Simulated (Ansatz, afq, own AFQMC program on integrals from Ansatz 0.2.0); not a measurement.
# SiH₃+ (triplet): AFQMC on the coupled-cluster ladder at scale of all distances = 0.875, cc-pVDZ, part 2 of 2

Ansatz 0.2.0, Gaussian basis, and an in-house AFQMC program (afq) on its integrals; all values are calculated; cc-pVDZ, frozen cores.

## 14. Phaseless AFQMC, CISD trial on UHF

It reads the integrals that the CCSD(T) run on this determinant wrote.

Started as:

```console
$ afq ham --method phaseless --trial cisd --walkers 4000 --populations 20 --least-time 60 --time-step 0.005 --steps-per-block 50 --equilibration-blocks 28 --max-blocks 4000 --target-error 0.00015 --factor-cut 1e-05 --start spin_pure --seed 3757 --release-times 0.24,0.51,0.99,1.62,2.4 --release-step 0.03 --release-every 3 --taylor-order 6
```

Standard output:

```text
orbitals 28  electrons 4 2  factors 208 of 311
reference energy -290.21309327 Eh
CCSD correlation -0.09626591 Eh in 9 cycles, weight of the determinant in the CISD state 0.9458
energy of the start -290.309331 Eh
 block  time / (1/Eh)  mean weight  energy / Eh
     1     0.250  1.0000  -290.309059
     2     0.500  1.0000  -290.309455
     3     0.750  0.9998  -290.309874
     4     1.000  0.9998  -290.310271
     5     1.250  1.0000  -290.310486
     6     1.500  1.0001  -290.310671
     7     1.750  1.0001  -290.310905
     8     2.000  0.9999  -290.311087
     9     2.250  1.0001  -290.311098
    10     2.500  1.0000  -290.311100
    11     2.750  1.0000  -290.311357
    12     3.000  1.0001  -290.311324
    13     3.250  0.9999  -290.311391
    14     3.500  0.9999  -290.311504
    15     3.750  0.9999  -290.311493
    16     4.000  1.0001  -290.311468
    17     4.250  0.9996  -290.311515
    18     4.500  0.9999  -290.311331
    19     4.750  1.0000  -290.311322
    20     5.000  1.0001  -290.311337
    21     5.250  0.9999  -290.311346
    22     5.500  1.0002  -290.311409
    23     5.750  0.9998  -290.311559
    24     6.000  1.0000  -290.311494
    25     6.250  1.0000  -290.311393
    26     6.500  1.0001  -290.311472
    27     6.750  1.0002  -290.311476
    28     7.000  0.9999  -290.311544
    29     7.250  0.9998  -290.311518
    30     7.500  0.9998  -290.311498
    31     7.750  0.9999  -290.311479
    32     8.000  0.9999  -290.311393
    33     8.250  0.9999  -290.311356
    34     8.500  1.0001  -290.311370
    35     8.750  1.0000  -290.311219
    36     9.000  1.0000  -290.311346
    37     9.250  1.0001  -290.311309
    38     9.500  1.0001  -290.311228
    39     9.750  0.9999  -290.311252
    40    10.000  1.0002  -290.311194
    41    10.250  0.9998  -290.311239
    42    10.500  0.9998  -290.311279
    43    10.750  1.0001  -290.311329
    44    11.000  1.0001  -290.311383
    45    11.250  0.9999  -290.311370
    46    11.500  1.0000  -290.311318
    47    11.750  0.9999  -290.311404
    48    12.000  1.0002  -290.311346
    49    12.250  1.0002  -290.311468
    50    12.500  1.0001  -290.311454
    51    12.750  1.0000  -290.311399
    52    13.000  0.9998  -290.311405
    53    13.250  0.9998  -290.311364
    54    13.500  0.9998  -290.311409
    55    13.750  1.0001  -290.311412
    56    14.000  1.0000  -290.311528
    57    14.250  0.9999  -290.311529
    58    14.500  0.9999  -290.311608
    59    14.750  0.9999  -290.311461
    60    15.000  1.0000  -290.311460
    61    15.250  0.9999  -290.311445
    62    15.500  0.9999  -290.311445
    63    15.750  1.0001  -290.311352
    64    16.000  1.0000  -290.311220
    65    16.250  1.0000  -290.311274
    66    16.500  0.9999  -290.311302
    67    16.750  1.0000  -290.311288
    68    17.000  1.0001  -290.311275
    69    17.250  0.9998  -290.311267
    70    17.500  1.0000  -290.311320
    71    17.750  1.0000  -290.311546
    72    18.000  0.9999  -290.311573
    73    18.250  1.0000  -290.311504
    74    18.500  0.9996  -290.311412
    75    18.750  1.0001  -290.311347
    76    19.000  1.0000  -290.311347
    77    19.250  0.9998  -290.311375
    78    19.500  1.0000  -290.311418
error from the spread of 20 populations
released: time / (1/Eh)  energy / Eh  error  mean overlap
  0.24  -290.311873  0.000438  1.0004
  0.51  -290.311470  0.000020  0.9992
  0.99  -290.311505  0.000019  1.0006
  1.62  -290.311571  0.000021  0.9950
  2.40  -290.311579  0.000019  0.9922
energy -290.311381 +/- 0.000027 Eh
```

Wall time 41 s (1 × NVIDIA H100 80GB HBM3 with 2 threads of AMD EPYC 7R13 (Zen 3), shared host); peak host memory 1.6 GiB.

Energy -7899.7751 ± 0.0007 eV. Caveats: constraint bias not in the error.

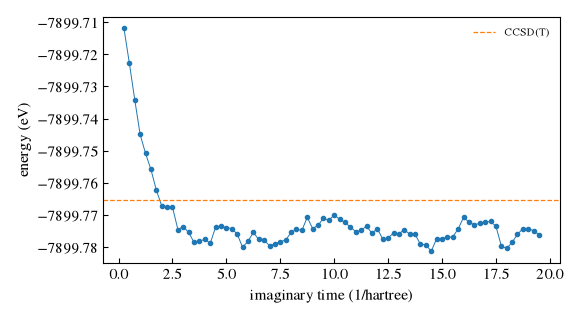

Block energies along the walk.

## 15. Phaseless AFQMC, CISD trial on UHF (settings varied)

It reads the integrals that the CCSD(T) run on this determinant wrote.

Started as:

```console
$ afq ham --method phaseless --trial cisd --walkers 20 --populations 1 --least-time 40 --time-step 0.01 --steps-per-block 5 --equilibration-blocks 60 --max-blocks 400 --target-error 0.00058 --factor-cut 1e-05 --start spin_pure --seed 8212 --taylor-order 6
```

Standard output:

```text
orbitals 28  electrons 4 2  factors 208 of 311
reference energy -290.21309327 Eh
CCSD correlation -0.09626591 Eh in 9 cycles, weight of the determinant in the CISD state 0.9458
energy of the start -290.309331 Eh
 block  time / (1/Eh)  mean weight  energy / Eh
     1     0.050  1.0003  -290.309170
     2     0.100  0.9974  -290.309083
     3     0.150  0.9981  -290.309067
     4     0.200  1.0035  -290.309086
     5     0.250  0.9934  -290.309053
     6     0.300  0.9947  -290.309288
     7     0.350  0.9988  -290.309204
     8     0.400  1.0025  -290.309186
     9     0.450  0.9994  -290.309398
    10     0.500  1.0049  -290.309407
    12     0.600  1.0015  -290.309714
    23     1.150  0.9987  -290.311770
    34     1.700  0.9960  -290.311960
    45     2.250  1.0031  -290.310975
    56     2.800  0.9969  -290.310233
    67     3.350  1.0014  -290.309590
    78     3.900  0.9961  -290.310530
    89     4.450  1.0029  -290.310935
   100     5.000  0.9919  -290.310301
   111     5.550  1.0068  -290.310373
   122     6.100  0.9964  -290.311308
   133     6.650  0.9977  -290.310624
   144     7.200  1.0036  -290.311497
   155     7.750  0.9988  -290.310909
   166     8.300  1.0004  -290.312858
   177     8.850  0.9991  -290.311232
   188     9.400  0.9987  -290.312881
   199     9.950  0.9934  -290.310274
   210    10.500  0.9970  -290.311103
   221    11.050  0.9967  -290.309895
   232    11.600  1.0012  -290.310633
   243    12.150  0.9984  -290.311778
   254    12.700  1.0009  -290.311170
   265    13.250  0.9989  -290.311407
   276    13.800  0.9961  -290.309867
   287    14.350  0.9983  -290.312066
   298    14.900  0.9980  -290.311094
   309    15.450  1.0017  -290.310765
   320    16.000  1.0026  -290.311009
   331    16.550  0.9982  -290.311256
   342    17.100  0.9966  -290.311681
   353    17.650  1.0015  -290.310270
   364    18.200  1.0000  -290.311844
   375    18.750  1.0014  -290.310241
   386    19.300  0.9991  -290.310461
   397    19.850  1.0071  -290.310507
   408    20.400  0.9944  -290.311518
   419    20.950  1.0008  -290.312339
   430    21.500  1.0115  -290.313369
   441    22.050  0.9979  -290.311766
   452    22.600  1.0043  -290.310915
blocks merged  error / Eh  count
     1  0.000044  400
     2  0.000059  200
     4  0.000080  100
     8  0.000103  50
    16  0.000122  25
    32  0.000124  12
energy -290.311091 +/- 0.000122 Eh
```

Wall time 26 s (1 × NVIDIA H100 80GB HBM3 with 2 threads of AMD EPYC 7R13 (Zen 3), shared host); peak host memory 1.6 GiB.

Energy -7899.7672 ± 0.0033 eV. The run doesn't count as converged. Caveats: constraint bias not in the error; error not settled.

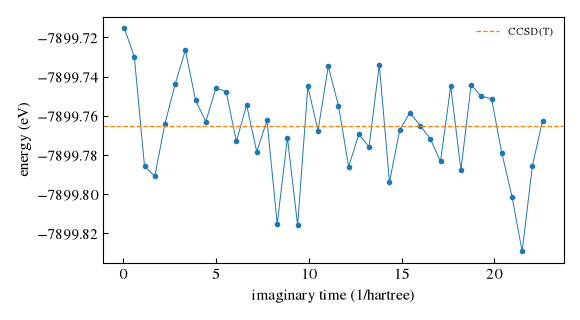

Block energies along the walk.

## 16. AFQMC on the ladder

The full CI on restricted orbitals is not used as the yardstick for these unrestricted rows.

On the UHF determinant, counted from CCSDTQ (a yardstick, not exact):

| level | energy (eV) | from CCSDTQ (kcal/mol) | statistical error (kcal/mol) | time |
| --- | --- | --- | --- | --- |
| HF | -7897.1006 | +61.79 |  |  |
| MP2 | -7899.1342 | +14.89 |  |  |
| CCSD | -7899.7201 | +1.38 |  |  |
| CCSD(T) | -7899.7654 | +0.33 |  |  |
| CCSDT(Q) | -7899.7797 | 0.00 |  |  |
| CCSDTQ | -7899.7798 | 0.00 |  |  |
| Phaseless AFQMC, CISD trial, step 0.005, 4000 walkers | -7899.7751 | +0.11 | 0.02 | 41 s |

The functionals' totals stand on their own zeros and serve differences with other points: PBE -7908.225 eV; r2SCAN -7911.868 eV; PBE0 -7909.148 eV; B3LYP -7913.087 eV; wB97M-V -7911.472 eV; B2PLYP -7908.947 eV.

## 17. Summary of results

The summary covers parts 1 to 2.

```
                                      quantity                  value
                    CCSD(T) on UHF from CCSDTQ         +0.33 kcal/mol
Phaseless AFQMC, CISD trial on UHF from CCSDTQ  +0.11 ± 0.02 kcal/mol
```

On UHF the phaseless walk with the CISD trial lies +0.11 kcal/mol from CCSDTQ, 6 times its error bar. Error bars are statistical and leave out the constraint, the time step and what remains of the start.
